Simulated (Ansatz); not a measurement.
# AlNH2Cl (SMILES [NH2][Al][Cl]), step by step

Wanted: the energy (ROHF/LANL2DZ), then a single-point energy (CASCI(9,8)/LANL2DZ), then energy and gradient (CASSCF(9,8)/LANL2DZ), then a single-point energy (SC-NEVPT2(9,8)/LANL2DZ), then a single-point energy (CASSCF(9,8)/LANL2DZ), then a single-point energy (ROCCSD(T)/LANL2DZ) of AlNH2Cl. 

Program for the calculation: Ansatz 0.2.0.

## Step 1: The system as given

AlNH2Cl: 5 atoms, total charge 0, spin state doublet. SMILES: `[NH2][Al][Cl]`. Geometry: relaxed at PBE0-D4/def2-TZVP. This is one conformer, not always the lowest.

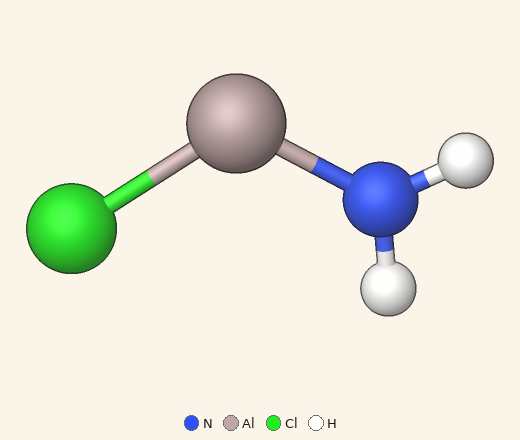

The structure, seen from a chosen angle (nitrogen blue, aluminium light grey, chlorine green, hydrogen white).

## Step 2: A single-point energy at ROHF/LANL2DZ (core potential) (run 1)

File job.yaml:

```yaml
crystal:
  periodic: [false, false, false]
  atoms:
    - {symbol: N, position_ang: [-0.549400, 0.461700, -0.232000]}
    - {symbol: Al, position_ang: [0.402600, -0.291600, 1.049100]}
    - {symbol: Cl, position_ang: [1.907000, -1.649700, 0.440800]}
    - {symbol: H, position_ang: [-1.293600, 1.123300, -0.083500]}
    - {symbol: H, position_ang: [-0.416600, 0.282700, -1.215900]}
basis:
  gaussian:
    orbitals: LANL2DZ.json
magnetization:
  spin_polarized: false
  initial_magnetization: 1
hamiltonian:
  xc: hf
output:
  orbitals: {seedname: orbitals}
```

The basis set LANL2DZ is read from a file made from the Basis Set Exchange's data (not shown).

Command:

```console
$ ansatz run job.yaml --threads 1 --pin off --max-ram 2610MiB --events-out events.jsonl --progress --plain --runs-dir runs
```

Log:

```text
Warning: RAYON_NUM_THREADS=1 ignored (pool sized by the plan → 1); use --threads N
Functional definition: HF
  name "HF"
  exchange = exact_x
  correlation = 0
417 factors; integrals over basis functions are off by at most 6.3e-4 eV
mean field evaluation 1: about -1964.4807 eV, gradient 3.1e1 eV
mean field evaluation 2: about -1964.4764 eV, gradient 3.1e1 eV
mean field evaluation 4: about -1967.2044 eV, gradient 2.2e0 eV
mean field evaluation 8: about -1967.2384 eV, gradient 1.4e-4 eV
mean field -1967.23837672 eV, -72.2946769022 hartree, gradient 2.5e-5 eV, S^2 0.750000; 0 other end points of the search recorded, 0 dependent functions left out
reference -1967.23837672 eV, -72.2946769022 hartree; 10, 9 occupied and 19, 20 virtual orbitals, 417 factors
Total energy: -1967.23837672 eV, -72.2946769022 hartree
```

Wall time 0.16 s (1 thread of Intel Xeon Platinum 8559C (Emerald Rapids), shared host).

## Step 3: The energy at CASCI(9,8)/LANL2DZ (core potential) (run 2)

File input.yaml:

```yaml
crystal:
  periodic: [false, false, false]
  atoms:
    - {symbol: N, position_ang: [-0.549400, 0.461700, -0.232000]}
    - {symbol: Al, position_ang: [0.402600, -0.291600, 1.049100]}
    - {symbol: Cl, position_ang: [1.907000, -1.649700, 0.440800]}
    - {symbol: H, position_ang: [-1.293600, 1.123300, -0.083500]}
    - {symbol: H, position_ang: [-0.416600, 0.282700, -1.215900]}
basis:
  gaussian: {orbitals: LANL2DZ.json}
magnetization: {spin_polarized: false, initial_magnetization: 1}
total_charge: 0
correlation:
  active_space: {window: {electrons: 9, orbitals: 8}, fixed_orbitals: true}
```

The basis set LANL2DZ is read from a file made from the Basis Set Exchange's data (not shown).

Command:

```console
$ ansatz run input.yaml --threads 1 --pin off --max-ram 2610MiB --events-out events.jsonl --progress --plain --runs-dir runs
```

Log:

```text
Warning: RAYON_NUM_THREADS=1 ignored (pool sized by the plan → 1); use --threads N
Functional definition: HF
  name "HF"
  exchange = exact_x
  correlation = 0
417 factors; integrals over basis functions are off by at most 6.3e-4 eV
mean field evaluation 1: about -1964.4807 eV, gradient 3.1e1 eV
mean field evaluation 2: about -1964.4764 eV, gradient 3.1e1 eV
mean field evaluation 4: about -1967.2044 eV, gradient 2.2e0 eV
mean field evaluation 8: about -1967.2384 eV, gradient 1.4e-4 eV
mean field -1967.23837672 eV, -72.2946769022 hartree, gradient 2.6e-6 eV, S^2 0.750000; 0 other end points of the search recorded, 0 dependent functions left out
reference -1967.23837672 eV, -72.2946769022 hartree; 10, 9 occupied and 19, 20 virtual orbitals, 417 factors
state -1967.37917640 eV, -72.2998511953 hartree
Total energy: -1967.37917640 eV, -72.2998511953 hartree
```

Run time: 0.24 s. Hardware: 1 thread of Intel Xeon Platinum 8559C (Emerald Rapids), shared host.

## Step 4: Energy and gradient at CASSCF(9,8)/LANL2DZ (core potential) (run 3)

File in.yaml:

```yaml
crystal:
  periodic: [false, false, false]
  atoms:
    - symbol: N
      position_ang: [-0.549400, 0.461700, -0.232000]
    - symbol: Al
      position_ang: [0.402600, -0.291600, 1.049100]
    - symbol: Cl
      position_ang: [1.907000, -1.649700, 0.440800]
    - symbol: H
      position_ang: [-1.293600, 1.123300, -0.083500]
    - symbol: H
      position_ang: [-0.416600, 0.282700, -1.215900]
basis:
  gaussian: {orbitals: LANL2DZ.json}
magnetization: {spin_polarized: false, initial_magnetization: 1}
output: {forces: true}
correlation:
  active_space: {window: {electrons: 9, orbitals: 8}}
```

The basis set LANL2DZ is read from a file made from the Basis Set Exchange's data (not shown).

Command:

```console
$ ansatz run in.yaml --threads 1 --pin off --max-ram 2610MiB --events-out events.jsonl --progress --plain --runs-dir runs
```

Log:

```text
Warning: RAYON_NUM_THREADS=1 ignored (pool sized by the plan → 1); use --threads N
Functional definition: HF
  name "HF"
  exchange = exact_x
  correlation = 0
417 factors; integrals over basis functions are off by at most 6.3e-4 eV
mean field evaluation 1: about -1964.4807 eV, gradient 3.1e1 eV
mean field evaluation 2: about -1964.4764 eV, gradient 3.1e1 eV
mean field evaluation 4: about -1967.2044 eV, gradient 2.2e0 eV
mean field evaluation 8: about -1967.2384 eV, gradient 1.4e-4 eV
mean field -1967.23837672 eV, -72.2946769022 hartree, gradient 2.6e-6 eV, S^2 0.750000; 0 other end points of the search recorded, 0 dependent functions left out
reference -1967.23837672 eV, -72.2946769022 hartree; 10, 9 occupied and 19, 20 virtual orbitals, 417 factors
state -1969.30715702 eV, -72.3707031760 hartree
the calculation of the forces begins
Total energy: -1969.30715702 eV, -72.3707031760 hartree
Atom 0 at    -0.549400     0.461700    -0.232000 Å, force     0.306050    -0.254318     0.227613 eV/Å
Atom 1 at     0.402600    -0.291600     1.049100 Å, force    -0.909142     0.856327     0.927297 eV/Å
Atom 2 at     1.907000    -1.649700     0.440800 Å, force     1.132477    -1.024929    -0.500976 eV/Å
Atom 3 at    -1.293600     1.123300    -0.083500 Å, force    -0.584716     0.520818     0.124710 eV/Å
Atom 4 at    -0.416600     0.282700    -1.215900 Å, force     0.055332    -0.097897    -0.778643 eV/Å
Dipole moment:    -0.559267     0.497352     0.109828 e Å
```

It took 3.9 s on 1 thread of Intel Xeon Platinum 8559C (Emerald Rapids), shared host.

## Step 5: The energy at SC-NEVPT2(9,8)/LANL2DZ (core potential) (run 4)

File input.yaml:

```yaml
crystal:
  periodic: [false, false, false]
  atoms:
    - {symbol: "N", position_ang: [-0.549400, 0.461700, -0.232000]}
    - {symbol: Al, position_ang: [0.402600, -0.291600, 1.049100]}
    - {symbol: Cl, position_ang: [1.907000, -1.649700, 0.440800]}
    - {symbol: H, position_ang: [-1.293600, 1.123300, -0.083500]}
    - {symbol: H, position_ang: [-0.416600, 0.282700, -1.215900]}
basis:
  gaussian:
    orbitals: LANL2DZ.json
magnetization:
  spin_polarized: false
  initial_magnetization: 1
correlation:
  method: sc_nevpt2
  active_space:
    window: {electrons: 9, orbitals: 8}
```

The basis set LANL2DZ is read from a file made from the Basis Set Exchange's data (not shown).

Command:

```console
$ ansatz run input.yaml --threads 1 --pin off --max-ram 2610MiB --events-out events.jsonl --progress --plain --runs-dir runs
```

Log:

```text
Warning: RAYON_NUM_THREADS=1 ignored (pool sized by the plan → 1); use --threads N
Functional definition: HF
  name "HF"
  exchange = exact_x
  correlation = 0
417 factors; integrals over basis functions are off by at most 6.3e-4 eV
mean field evaluation 1: about -1964.4807 eV, gradient 3.1e1 eV
mean field evaluation 2: about -1964.4764 eV, gradient 3.1e1 eV
mean field evaluation 4: about -1967.2044 eV, gradient 2.2e0 eV
mean field evaluation 8: about -1967.2384 eV, gradient 1.4e-4 eV
mean field -1967.23837672 eV, -72.2946769022 hartree, gradient 2.6e-6 eV, S^2 0.750000; 0 other end points of the search recorded, 0 dependent functions left out
reference -1967.23837672 eV, -72.2946769022 hartree; 10, 9 occupied and 19, 20 virtual orbitals, 417 factors
state -1969.30571498 eV, -72.3706501822 hartree
state -1969.30571498 eV, -72.3706501822 hartree; corrected -1971.56597143 eV, -72.4537130747 hartree
Total energy: -1971.56597143 eV, -72.4537130747 hartree
```

It took 5.1 s on 1 thread of Intel Xeon Platinum 8559C (Emerald Rapids), shared host.

## Step 6: A single-point energy at CASSCF(9,8)/LANL2DZ (core potential, 4 states averaged) (run 5)

File molecule.yaml:

```yaml
crystal:
  periodic: [false, false, false]
  atoms:
    - {symbol: "N", position_ang: [-0.549400, 0.461700, -0.232000]}
    - {symbol: Al, position_ang: [0.402600, -0.291600, 1.049100]}
    - {symbol: Cl, position_ang: [1.907000, -1.649700, 0.440800]}
    - {symbol: H, position_ang: [-1.293600, 1.123300, -0.083500]}
    - {symbol: H, position_ang: [-0.416600, 0.282700, -1.215900]}
basis:
  gaussian: {orbitals: LANL2DZ.json}
correlation:
  active_space: {window: {electrons: 9, orbitals: 8}, states: [{multiplicity: 2, weights: [1, 1, 1]}, {multiplicity: 4, weights: [1]}]}
magnetization: {spin_polarized: false, initial_magnetization: 1}
```

The basis set LANL2DZ is read from a file made from the Basis Set Exchange's data (not shown).

Command:

```console
$ ansatz run molecule.yaml --threads 1 --pin off --max-ram 2610MiB --events-out events.jsonl --progress --plain --runs-dir runs
```

Log:

```text
Warning: RAYON_NUM_THREADS=1 ignored (pool sized by the plan → 1); use --threads N
Functional definition: HF
  name "HF"
  exchange = exact_x
  correlation = 0
680 factors; integrals over basis functions are off by at most 2.1e-7 eV
mean field evaluation 1: about -1964.4807 eV, gradient 3.1e1 eV
mean field evaluation 2: about -1964.4765 eV, gradient 3.1e1 eV
mean field evaluation 4: about -1967.2045 eV, gradient 2.2e0 eV
mean field evaluation 8: about -1967.2385 eV, gradient 1.4e-4 eV
mean field -1967.23849146 eV, -72.2946811190 hartree, gradient 2.6e-6 eV, S^2 0.750000; 0 other end points of the search recorded, 0 dependent functions left out
reference -1967.23849146 eV, -72.2946811190 hartree; 10, 9 occupied and 19, 20 virtual orbitals, 680 factors
state -1968.27409511 eV, -72.3327388513 hartree
state -1965.21500561 eV, -72.2203193857 hartree
state -1964.08603314 eV, -72.1788304126 hartree
state -1964.08214155 eV, -72.1786873992 hartree
2 active orbitals were swapped for others, from the solution at -1965.07781416 eV, -72.2152776929 hartree to that at -1965.32471029 eV, -72.2243509582 hartree; typed "places" are swapped only where nearly empty or full, and so, without "given_window_search", are "orbital_numbers", "shells" and a window whose orbitals a file names under [Active]
2 active orbitals were swapped for others, from the solution at -1965.32471029 eV, -72.2243509582 hartree to that at -1965.41431885 eV, -72.2276440122 hartree; typed "places" are swapped only where nearly empty or full, and so, without "given_window_search", are "orbital_numbers", "shells" and a window whose orbitals a file names under [Active]
Total energy: -1965.41431885 eV, -72.2276440122 hartree
```

It took 27 s on 1 thread of Intel Xeon Platinum 8559C (Emerald Rapids), shared host.

The roots found:

| excited state | energy (eV) |
| --- | --- |
| 1 | 3.059 |
| 2 | 4.188 |
| 3 | 4.192 |

## Step 7: A single-point energy at ROCCSD(T)/LANL2DZ (core potential) (run 11)

File molecule.yaml:

```yaml
basis:
  gaussian: {orbitals: LANL2DZ.json}
crystal:
  periodic: [false, false, false]
  atoms:
    - {symbol: "N", position_ang: [-0.549400, 0.461700, -0.232000]}
    - {symbol: Al, position_ang: [0.402600, -0.291600, 1.049100]}
    - {symbol: Cl, position_ang: [1.907000, -1.649700, 0.440800]}
    - {symbol: H, position_ang: [-1.293600, 1.123300, -0.083500]}
    - {symbol: H, position_ang: [-0.416600, 0.282700, -1.215900]}
magnetization: {spin_polarized: false, initial_magnetization: 1}
correlation: {method: ccsd_t}
```

The basis set LANL2DZ is read from a file made from the Basis Set Exchange's data (not shown).

Command:

```console
$ ansatz run molecule.yaml --threads 1 --pin off --max-ram 2610MiB --events-out events.jsonl --progress --plain --runs-dir runs
```

Log:

```text
Warning: RAYON_NUM_THREADS=1 ignored (pool sized by the plan → 1); use --threads N
Functional definition: HF
  name "HF"
  exchange = exact_x
  correlation = 0
417 factors; integrals over basis functions are off by at most 6.3e-4 eV
mean field evaluation 1: about -1964.4807 eV, gradient 3.1e1 eV
mean field evaluation 2: about -1964.4764 eV, gradient 3.1e1 eV
mean field evaluation 4: about -1967.2044 eV, gradient 2.2e0 eV
mean field evaluation 8: about -1967.2384 eV, gradient 1.4e-4 eV
mean field evaluation 16: about -1967.2419 eV, gradient 1.1e-1 eV
mean field evaluation 32: about -1963.4988 eV, gradient 3.7e0 eV
mean field -1967.23837672 eV, -72.2946769022 hartree, gradient 2.6e-6 eV, S^2 0.750000; 0 other end points of the search recorded, 0 dependent functions left out
1 core orbitals not correlated: weight in the atoms' cores, before any rotation towards them, 1.000 or more for the frozen orbitals, at most 0.000 for the correlated occupied ones
reference -1967.23837672 eV, -72.2946769022 hartree; 9, 8 occupied and 19, 20 virtual orbitals, 417 factors
second order -4.38135079 eV of doubles, -0.01055202 eV of singles
cycle   1  -4.60414404 eV  change   -2.1e-1 eV  update   7.0e-2
cycle   2  -4.78126619 eV  change   -1.8e-1 eV  update   2.5e-2
cycle   3  -4.83639165 eV  change   -5.5e-2 eV  update   1.4e-2
cycle   4  -4.83439482 eV  change    2.0e-3 eV  update   4.0e-3
cycle   5  -4.83303798 eV  change    1.4e-3 eV  update   1.5e-3
cycle   6  -4.83321873 eV  change   -1.8e-4 eV  update   4.8e-4
cycle   7  -4.83319416 eV  change    2.5e-5 eV  update   1.7e-4
cycle   8  -4.83323252 eV  change   -3.8e-5 eV  update   6.8e-5
cycle   9  -4.83324761 eV  change   -1.5e-5 eV  update   2.9e-5
cycle  10  -4.83324381 eV  change    3.8e-6 eV  update   1.3e-5
perturbative correction -0.08317867 eV, -0.0030567598 hartree
Total energy: -1972.15479919 eV, -72.4753520959 hartree
```

It took 0.65 s on 1 thread of Intel Xeon Platinum 8559C (Emerald Rapids), shared host.

## Step 8: Summary of results

| quantity | value |
| --- | --- |
| run 1, ROHF/LANL2DZ: total energy | -72.29468 Eh |
| run 1, ROHF/LANL2DZ: ⟨S²⟩ | 0.750 |
| run 2, CASCI(9,8)/LANL2DZ: total energy | -72.29985 Eh |
| run 3, CASSCF(9,8)/LANL2DZ: total energy | -72.37070 Eh |
| run 3, CASSCF(9,8)/LANL2DZ: dipole moment (correlated density) | 3.63 D |
| run 3, CASSCF(9,8)/LANL2DZ: largest force on an atom | 1.607 eV/Å |
| run 4, SC-NEVPT2(9,8)/LANL2DZ: total energy | -72.45371 Eh |
| run 5, CASSCF(9,8)/LANL2DZ: average energy of the states | -72.22764 Eh |
| run 5, CASSCF(9,8)/LANL2DZ: lowest excitation energy within this active space | 3.06 eV |
| run 11, ROCCSD(T)/LANL2DZ: total energy | -72.47535 Eh |
| run 11, ROCCSD(T)/LANL2DZ: correlation energy (1 core orbital frozen) | -180.7 mEh |
| run 11, ROCCSD(T)/LANL2DZ: (T) correction | -3.06 mEh |
| run 11, ROCCSD(T)/LANL2DZ: ⟨S²⟩ of the reference determinant | 0.750 |
| run 11, ROCCSD(T)/LANL2DZ: T1 diagnostic | 0.018 |

Mulliken charges (run 3, CASSCF(9,8)/LANL2DZ) run from -1.15 on N1 to +0.97 on Al2. The largest force (run 3, CASSCF(9,8)/LANL2DZ) is 1.61 eV/Å: the shape isn't a stationary point for this species at this level. The orbitals (run 5, CASSCF(9,8)/LANL2DZ) are averaged over several states, so each root lies above its own optimum (it can stand above Hartree-Fock), and forces and dipoles share that bias. The triples (run 11, ROCCSD(T)/LANL2DZ) make up 1.7 % of the correlation energy.
